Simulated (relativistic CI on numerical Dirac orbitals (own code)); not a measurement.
# Zr¹⁷⁺: relativistic CI calculation

System: Zr¹⁷⁺.
Method: Dirac-Coulomb-Breit CI, KLI orbitals optimised for each configuration, model QED (radiative potential, 1s self-energy scaled to tabulated hydrogen-like ionisation energies) (relativistic CI on numerical Dirac orbitals, in-house).

### Summary

| quantity | value |
| --- | --- |
| outcome | converged |
| lowest level | 3s² 3p⁶ 3d⁵ ⁶S₅/₂ |
| first excited level | 3s² 3p⁶ 3d⁵ [3d₅/₂] J = 5/2, 88,219 cm⁻¹ |
| ionisation energy | 689.790 eV |
| levels computed | 9887 |
| SCF iterations | 220 |
| hardware | 1 CPU thread, shared host |
| wall time | 24 s |

### Remarks

Caveats: only a limited list of configurations is included, so lower levels can be missing; only lines among the lowest 400 of 9887 levels are drawn, so those from 3s² 3p⁴ 3d⁷ are incomplete.

### Input file
```
atom Zr  Z=40  charge=17  electrons=23
nucleus A=90  rms_radius_fm=4.2694
hamiltonian dirac-coulomb  breit=on  qed=on  c_scale=1
orbitals kli  potential=per-configuration
slater_scale 1
correlation none
mixing on
configurations
  [Ar] 3d5
  [Ne] 3s2 3p5 3d6
  [Ne] 3s2 3p4 3d7
  [Ne] 3s 3p6 3d6
  [Ne] 3p6 3d7
  [Ar] 3d4 4s
  [Ne] 3s 3p5 3d7
  [Ar] 3d4 4p
  [Ar] 3d4 4d
  [Ar] 3d4 4f
  [Ar] 3d3 4s2
  [Ne] 3s2 3p5 3d5 4s
  [Ne] 3s2 3p4 3d6 4s
  [Ar] 3d3 4s 4p
  [Ne] 3s2 3p4 3d6 4p
  [Ne] 3s2 3p5 3d5 4p
  [Ar] 3d4 5s
  [Ar] 3d3 4p2
  [Ar] 3d4 5p
  [Ar] 3d3 4s 4d
  [Ne] 3s 3p5 3d6 4s
  [Ar] 3d4 5d
  [Ne] 3s 3p6 3d5 4s
  [Ar] 3d4 5g
  [Ar] 3d3 4d2
  [Ne] 3p6 3d5 4s2
end
```

The program writes its results to a structured record and prints no log; tables and figures of this report are taken from that record.

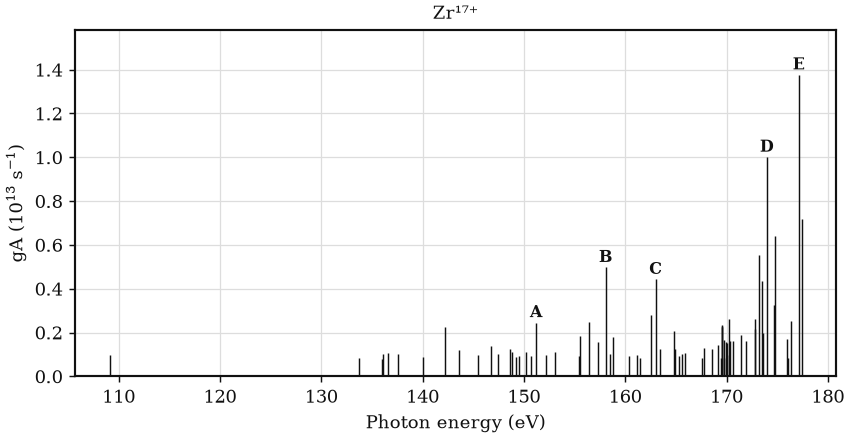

The stronger electric dipole lines (weighted rates gA) for Zr¹⁷⁺. A: 3s² 3p⁴ 3d⁷ ⁶F₁₁/₂ → 3s² 3p⁵ 3d⁶ ⁶F°₁₁/₂, 151.2 eV, gA = 2.5×10¹² s⁻¹; B: 3s² 3p⁵ 3d⁶ ²I°₁₃/₂ → 3s² 3p⁶ 3d⁵ ²I₁₃/₂, 158.1 eV, gA = 5.0×10¹² s⁻¹; C: 3s² 3p⁵ 3d⁶ [3p₁/₂ (3d₃/₂)² (3d₅/₂)⁴] J = 11/2 → 3s² 3p⁶ 3d⁵ ²H₁₁/₂, 163.0 eV, gA = 4.4×10¹² s⁻¹; D: 3s² 3p⁵ 3d⁶ ²G°₉/₂ → 3s² 3p⁶ 3d⁵ ²H₁₁/₂, 174.0 eV, gA = 1.0×10¹³ s⁻¹; E: 3s² 3p⁵ 3d⁶ ²H°₁₁/₂ → 3s² 3p⁶ 3d⁵ ²I₁₃/₂, 177.1 eV, gA = 1.4×10¹³ s⁻¹. The strongest, E, lies in the soft X-ray region.

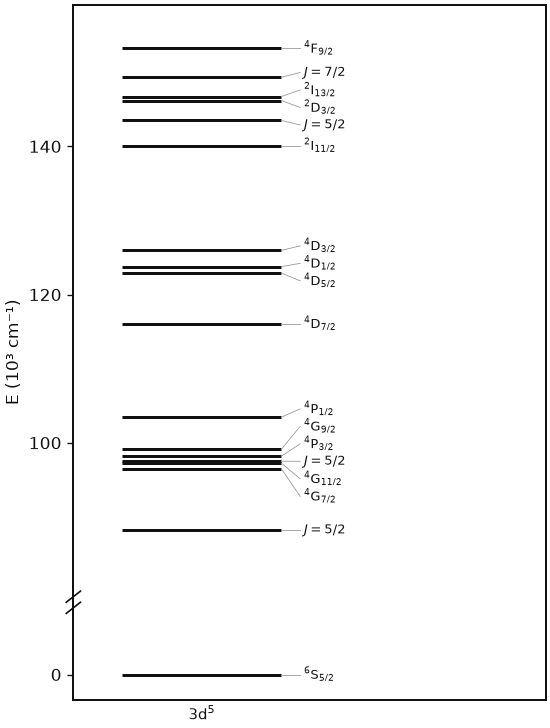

Level diagram of Zr¹⁷⁺. The lowest level is 3d⁵ ⁶S₅/₂. The first excited level, 3d⁵ [3d₅/₂] J = 5/2, lies at 88,200 cm⁻¹. All levels drawn have even parity, so no electric dipole line joins them. The levels are in intermediate coupling, nearer LS (mean leading weight 71 % in LS and 59 % in jj).

```csv
Configuration,Level,E (cm⁻¹),Lifetime (s; – stable or not computed)
3d⁵,⁶S₅/₂,0,–
3d⁵,[3d₅/₂] J = 5/2,"88,220",1.7×10⁻³
3d⁵,⁴G₇/₂,"96,500",7.7×10⁻²
3d⁵,⁴G₁₁/₂,"97,260",7.9×10¹¹
3d⁵,"J = 5/2 (even, mixed)","97,510",1.7×10⁻³
3d⁵,⁴P₃/₂,"98,180",1.2×10⁻³
3d⁵,⁴G₉/₂,"99,120",1.1×10⁰
3d⁵,⁴P₁/₂,"103,400",1.5×10⁻¹
3d⁵,⁴D₇/₂,"116,100",7.0×10⁻³
3d⁵,⁴D₅/₂,"122,900",2.2×10⁻³
3d⁵,⁴D₁/₂,"123,800",4.0×10⁻³
3d⁵,⁴D₃/₂,"126,000",2.0×10⁻³
3d⁵,²I₁₁/₂,"140,100",5.7×10⁻³
3d⁵,"J = 5/2 (even, mixed)","143,500",6.1×10⁻⁴
3d⁵,²D₃/₂,"146,200",1.5×10⁻³
3d⁵,²I₁₃/₂,"146,700",7.8×10⁻²
3d⁵,[(3d₃/₂)³ (3d₅/₂)²] J = 7/2,"149,300",4.7×10⁻³
3d⁵,⁴F₉/₂,"153,200",4.1×10⁻³
```
